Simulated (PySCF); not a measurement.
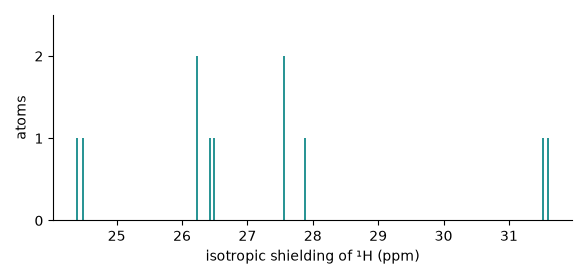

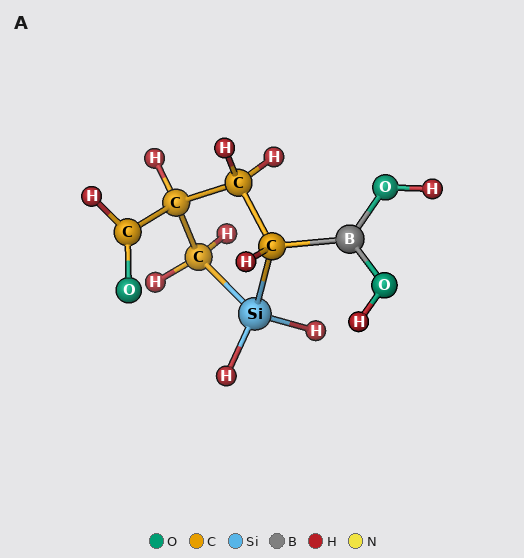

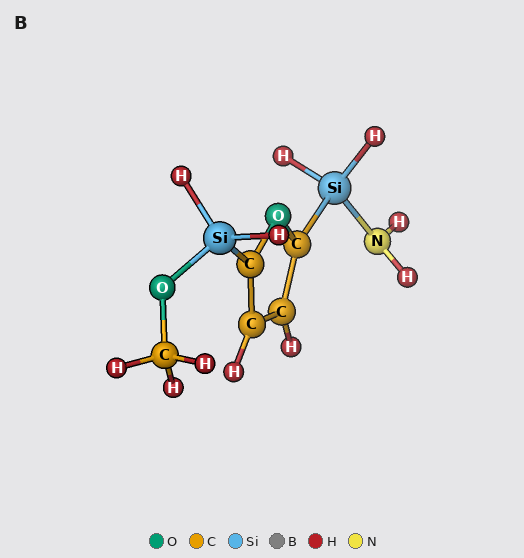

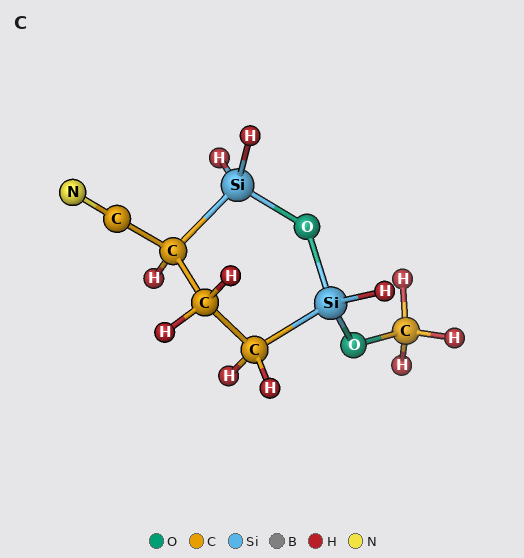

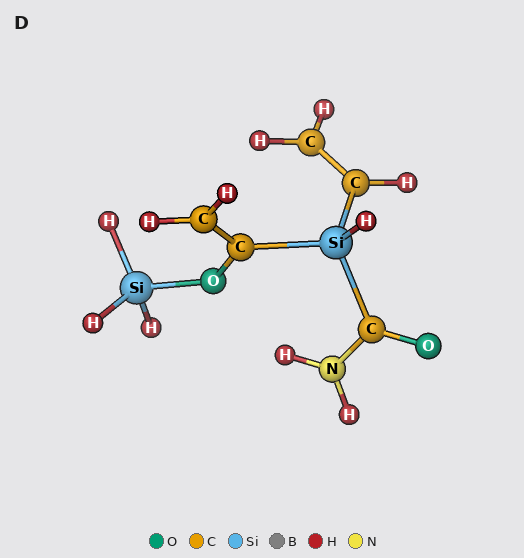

The sticks are computed shieldings of one of the molecules, for one fixed geometry (GFN2-xTB) without averaging over rotations. Low shielding means a high chemical shift. Method: GIAO PBE0/pcSseg-1 NMR shielding, non-relativistic, gas phase (PySCF 2.14.0).

Question: Which molecule gives this pattern?

Answer: B, `CO[SiH2]c1ccc([SiH2]N)o1`. Its 11 H atoms give lines at 24.39, 24.49, 26.24 (2 atoms), 26.43, 26.49, 27.56 (2 atoms), 27.88, 31.52, 31.60 ppm.

The geometry is semi-empirical. Around B, Si such bond lengths and angles can be off by a tenth of an ångström or more and by several degrees, and values that hang on the shape move with them.
